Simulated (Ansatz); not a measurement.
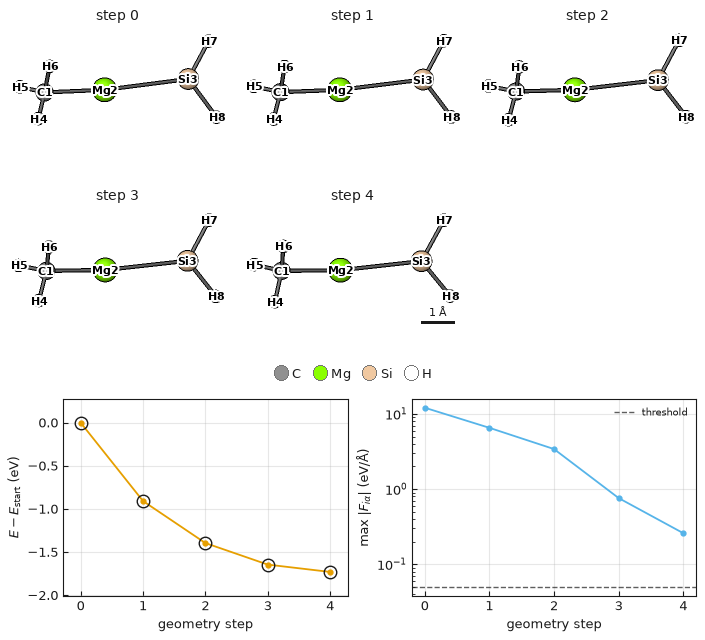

Frames of a relaxation of CH5MgSi (charge +1), marked on the history of the run. The picture is a ball-and-stick view, seen at a tilt.

Level of theory: Ansatz 0.2.0, RKS PBE0-D4/6-31G.

The input:
```yaml
crystal:
  periodic: [false, false, false]
  atoms:
    - {symbol: C, position_ang: [-1.221415, 1.634901, -0.902465]}
    - {symbol: Mg, position_ang: [-0.181001, 0.106861, -0.053200]}
    - {symbol: Si, position_ang: [1.653816, -2.033900, 0.990062]}
    - {symbol: H, position_ang: [-2.277596, 1.539221, -0.902402]}
    - {symbol: H, position_ang: [-0.976181, 2.054303, -1.680192]}
    - {symbol: H, position_ang: [-1.282803, 2.470467, 0.116147]}
    - {symbol: H, position_ang: [2.933307, -1.909253, 1.560922]}
    - {symbol: H, position_ang: [1.420091, -3.601303, 0.841414]}
basis:
  gaussian: {orbitals: 6-31G}
total_charge: 1
hamiltonian: {xc: pbe0, dispersion: d4}
relax: {f_tol: 0.05, max_steps: 5, max_displacement: 0.05}
```

Command:
```bash
ansatz run in.yaml --threads 2 --pin off --events-out ev --progress --plain --max-ram 3481MiB
```

**Describe the path.**

The relaxation stopped without meeting its thresholds, so the last structure isn't shown to be converged. It used up its limit of 5 steps. The largest move after the best rigid fit is that of C1, 0.17 Å. By element the largest moves are C 0.17 Å, H 0.11 Å, Si 0.09 Å, Mg 0.04 Å. Among the contacts that change: C1–H6 1.319 → 1.096 Å, C1–H5 0.917 → 1.095 Å, Si3–H7 1.407 → 1.515 Å, Mg2–Si3 3.006 → 2.908 Å. Bond angles that change, for instance: H4–C1–H6 90.6° → 106.6°, Mg2–C1–H5 124.1° → 112.9°, Mg2–C1–H6 100.2° → 106.9°. The energy falls by 1.730 eV in 4 geometry steps. The largest force component goes from 12 to 0.26 eV/Å. Cost: 4.7 s on 2 threads of Arm Neoverse V2, on a shared host. From step 0 to 1: C1 moves most (0.05 Å), energy −0.909 eV. From step 1 to 2: C1 moves most (0.05 Å), energy −0.487 eV. From step 2 to 3: C1 moves most (0.05 Å), energy −0.250 eV. From step 3 to 4: H4 moves most (0.05 Å), energy −0.085 eV.

```
step  E − E(0), eV  largest force component, eV/Å
   0        0.0000                        12.1013
   1       -0.9086                         6.5363
   2       -1.3956                         3.4091
   3       -1.6453                         0.7590
   4       -1.7303                         0.2589
```
